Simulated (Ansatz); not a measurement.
**triplet C2H3FGe: levels of theory compared**

Aim: a comparison of 3 runs (U-wB97M-V/cc-pVDZ, USVWN5/cc-pVDZ, RPA@PBE/cc-pVDZ) of triplet C2H3FGe. 

Program for the calculation: Ansatz 0.2.0.

63 further runs of the same task are left out: 63 set aside as unsound or not needed. Runs told in other sessions of the task aren't counted.

## 1. The system as given

C2H3FGe has 7 atoms, charge 0, and is taken as a triplet. As SMILES of the parent species, `C#[C][GeH2][F]`. The shape is that of a PBE0-D4/def2-TZVP optimisation. That shape belongs to the parent species and isn't relaxed for this state.

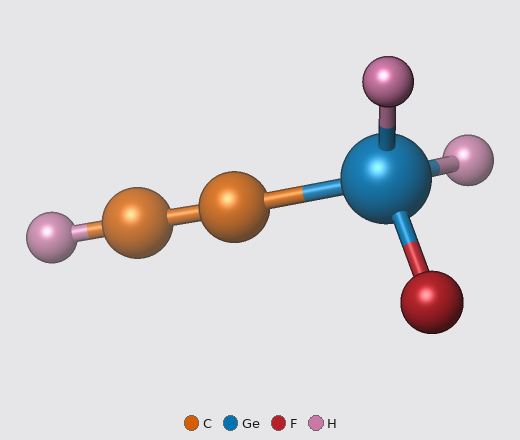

Viewed from a chosen angle; carbon orange, germanium blue, fluorine red, hydrogen pink.

## 2. The energy at U-wB97M-V/cc-pVDZ (run 1)

molecule.yaml

```yaml
crystal:
  periodic: [false, false, false]
  atoms:
    - {symbol: C, position_ang: [1.589600, -1.011400, 0.749400]}
    - {symbol: C, position_ang: [0.653200, -0.399300, 0.302800]}
    - {symbol: Ge, position_ang: [-0.795200, 0.603200, -0.384600]}
    - {symbol: F, position_ang: [-1.928600, -0.538300, -1.040400]}
    - {symbol: H, position_ang: [2.414700, -1.560800, 1.142300]}
    - {symbol: H, position_ang: [-1.525800, 1.349500, 0.733200]}
    - {symbol: H, position_ang: [-0.346600, 1.489200, -1.548300]}
basis:
  gaussian:
    orbitals: cc-pVDZ
hamiltonian:
  xc: {name: wB97M-V}
magnetization:
  spin_polarized: true
  initial_magnetization: 2
output: {orbitals: {seedname: orbitals}}
accuracy: high
```

Started as:

```console
$ ansatz run molecule.yaml --threads 1 --pin off --max-ram 2610MiB --events-out events.jsonl --progress --plain --runs-dir runs
```

What it wrote:

```text
Warning: RAYON_NUM_THREADS=1 ignored (pool sized by the plan → 1); use --threads N
Functional definition: wB97M-V
  name "wB97M-V"
  parameter omega = 0.3/bohr
  parameter cx = 0.15
  parameter cx01 = 1.007
  parameter cx10 = 0.259
  parameter css00 = 0.443
  parameter css04 = -1.437
  parameter css10 = -4.535
  parameter css20 = -3.390
  parameter css43 = 4.278
  parameter cos00 = 1.000
  parameter cos10 = 1.358
  parameter cos20 = 2.924
  parameter cos21 = -8.812
  parameter cos60 = -1.390
  parameter cos61 = 9.142
  parameter b = 6.0
  parameter c = 0.01
  gx(w, u) = 1 - cx + cx01*u + cx10*w
  gss(w, u) = css00 + css04*u^4 + css10*w + css20*w^2 + css43*w^4*u^3
  gos(w, u) = cos00 + cos10*w + (cos20 + cos21*u)*w^2 + (cos60 + cos61*u)*w^6
  exchange = spin_sum(e_x_unif_sr(omega)*gx(b97_w, b97_u_x)) + cx*exact_x_sr(omega) + exact_x_lr(omega)
  correlation = spin_sum(e_c_pw_mod_same_spin*gss(b97_w, b97_u_same))
      + integral(e_c_pw_mod_opposite_spin*gos(b97_w_opposite, b97_u_opposite)) + vv10(b, c)
1814 factors; integrals over basis functions are off by at most 4.7e-9 eV
340 factors; integrals over basis functions are off by at most 2.2e-9 eV
mean field evaluation 1: about -61338.8896 eV, gradient 3.3e1 eV
mean field evaluation 2: about -61337.9964 eV, gradient 3.8e1 eV
mean field evaluation 4: about -61345.1135 eV, gradient 1.8e0 eV
mean field evaluation 8: about -61345.4155 eV, gradient 3.7e-1 eV
mean field evaluation 16: about -61345.4197 eV, gradient 3.7e-3 eV
mean field evaluation 32: about -61345.8064 eV, gradient 1.6e-1 eV
mean field -61345.81328452 eV, -2254.4170565205 hartree, gradient 2.4e-8 eV, S^2 2.004252; 4 other end points of the search recorded, 0 dependent functions left out
reference -61345.81328880 eV, -2254.4170566778 hartree; 29, 27 occupied and 55, 57 virtual orbitals, 1814 factors
Total energy: -61345.81328880 eV, -2254.4170566778 hartree
```

Wall time 73 s (1 thread of AMD EPYC 9R45 (Zen 5), shared host); peak memory 1 GiB.

## 3. The energy at USVWN5/cc-pVDZ (run 2)

input.yaml

```yaml
crystal:
  periodic: [false, false, false]
  atoms:
    - symbol: C
      position_ang: [1.589600, -1.011400, 0.749400]
    - symbol: C
      position_ang: [0.653200, -0.399300, 0.302800]
    - symbol: Ge
      position_ang: [-0.795200, 0.603200, -0.384600]
    - symbol: F
      position_ang: [-1.928600, -0.538300, -1.040400]
    - symbol: H
      position_ang: [2.414700, -1.560800, 1.142300]
    - symbol: H
      position_ang: [-1.525800, 1.349500, 0.733200]
    - symbol: H
      position_ang: [-0.346600, 1.489200, -1.548300]
basis:
  gaussian:
    orbitals: cc-pVDZ
magnetization:
  spin_polarized: true
  initial_magnetization: 2
hamiltonian:
  xc: {name: SVWN5}
accuracy: high
output: {orbitals: {seedname: orbitals}}
```

Started as:

```console
$ ansatz run input.yaml --threads 1 --pin off --max-ram 2610MiB --events-out events.jsonl --progress --plain --runs-dir runs
```

What it wrote:

```text
Warning: RAYON_NUM_THREADS=1 ignored (pool sized by the plan → 1); use --threads N
Functional definition: SVWN5
  name "SVWN5"
  exchange = slater_x
  correlation = vwn5_c
1814 factors; integrals over basis functions are off by at most 4.7e-9 eV
mean field evaluation 1: about -61212.1420 eV, gradient 4.7e1 eV
mean field evaluation 2: about -61006.7033 eV, gradient 1.4e2 eV
mean field evaluation 4: about -61221.6952 eV, gradient 3.4e1 eV
mean field evaluation 8: about -61227.4528 eV, gradient 1.2e0 eV
mean field evaluation 16: about -61227.4594 eV, gradient 2.2e-3 eV
mean field evaluation 32: about -61227.4789 eV, gradient 2.0e-4 eV
mean field evaluation 64: about -61227.4424 eV, gradient 3.5e-1 eV
mean field evaluation 96: about -61220.6277 eV, gradient 3.0e1 eV
mean field evaluation 128: about -61227.1166 eV, gradient 2.6e0 eV
mean field -61227.47894450 eV, -2250.0683497347 hartree, gradient 2.9e-8 eV, S^2 2.002539; 16 other end points of the search recorded, 0 dependent functions left out
reference -61227.47894770 eV, -2250.0683498523 hartree; 29, 27 occupied and 55, 57 virtual orbitals, 1814 factors
Total energy: -61227.47894770 eV, -2250.0683498523 hartree
```

Run time: 7.5 s. Hardware: 1 thread of AMD EPYC 9R45 (Zen 5), shared host; peak memory 0.26 GiB.

## 4. A single-point energy at RPA@PBE/cc-pVDZ (run 3)

job.yaml

```yaml
crystal:
  periodic: [false, false, false]
  atoms:
    - symbol: C
      position_ang: [1.589600, -1.011400, 0.749400]
    - symbol: C
      position_ang: [0.653200, -0.399300, 0.302800]
    - symbol: Ge
      position_ang: [-0.795200, 0.603200, -0.384600]
    - symbol: F
      position_ang: [-1.928600, -0.538300, -1.040400]
    - symbol: H
      position_ang: [2.414700, -1.560800, 1.142300]
    - symbol: H
      position_ang: [-1.525800, 1.349500, 0.733200]
    - symbol: H
      position_ang: [-0.346600, 1.489200, -1.548300]
basis:
  gaussian:
    orbitals: cc-pVDZ
magnetization:
  spin_polarized: true
  initial_magnetization: 2
hamiltonian:
  xc: {name: PBE}
correlation:
  method: rpa
  frozen_orbitals: {C: 1, F: 1, Ge: 9, H: 0}
accuracy: high
```

Started as:

```console
$ ansatz run job.yaml --threads 1 --pin off --max-ram 2610MiB --events-out events.jsonl --progress --plain --runs-dir runs
```

What it wrote:

```text
Warning: RAYON_NUM_THREADS=1 ignored (pool sized by the plan → 1); use --threads N
Functional definition: PBE
  name "PBE"
  parameter kappa = 0.804
  parameter beta = 0.06672455060314922
  exchange = pbe_x(kappa = kappa, mu = beta*pi^2/3)
  correlation = pbe_c(beta = beta)
1814 factors; integrals over basis functions are off by at most 4.7e-9 eV
mean field evaluation 1: about -61321.2285 eV, gradient 4.7e1 eV
mean field evaluation 2: about -61321.2221 eV, gradient 4.7e1 eV
mean field evaluation 4: about -61332.7105 eV, gradient 2.8e1 eV
mean field evaluation 8: about -61336.6466 eV, gradient 4.3e-1 eV
mean field evaluation 16: about -61336.6467 eV, gradient 2.3e-4 eV
mean field evaluation 32: about -61328.5359 eV, gradient 3.2e1 eV
mean field evaluation 64: about -61336.6413 eV, gradient 3.1e-1 eV
mean field evaluation 96: about -61336.3808 eV, gradient 2.6e-2 eV
mean field evaluation 128: about -61304.6110 eV, gradient 2.3e1 eV
mean field -61336.64674121 eV, -2254.0801922672 hartree, gradient 9.4e-8 eV, S^2 2.004884; 8 other end points of the search recorded, 0 dependent functions left out
12 core orbitals not correlated: weight in the atoms' cores, before any rotation towards them, 1.000 or more for the frozen orbitals, at most 0.000 for the correlated occupied ones
reference -61280.35897797 eV, -2252.0116551212 hartree; 17, 15 occupied and 55, 57 virtual orbitals, 1814 factors
Total energy: -61303.22012262 eV, -2252.8517866913 hartree
```

Run time: 17 s. Hardware: 1 thread of AMD EPYC 9R45 (Zen 5), shared host; peak memory 0.36 GiB.

## 5. All runs side by side

```csv
run,level,frozen core orbitals,energy (Eh),HOMO energy (eV),⟨S²⟩,wall time
1,U-wB97M-V/cc-pVDZ,–,-2254.417057,-5.44,2.004,73 s
2,USVWN5/cc-pVDZ,–,-2250.068350,-2.43,2.003,7.5 s
3,RPA@PBE/cc-pVDZ,12,-2252.851787,–,2.005,17 s
```

## 6. Results

| quantity | value |
| --- | --- |
| run 3: total energy | -2252.85179 Eh |
| run 3: RPA correlation energy (valence) | -840.1 mEh |
| run 3: ⟨S²⟩ of the reference determinant | 2.005 |

Totals of different functionals can't be ranked against each other. All runs together took 98 s, the longest 73 s.
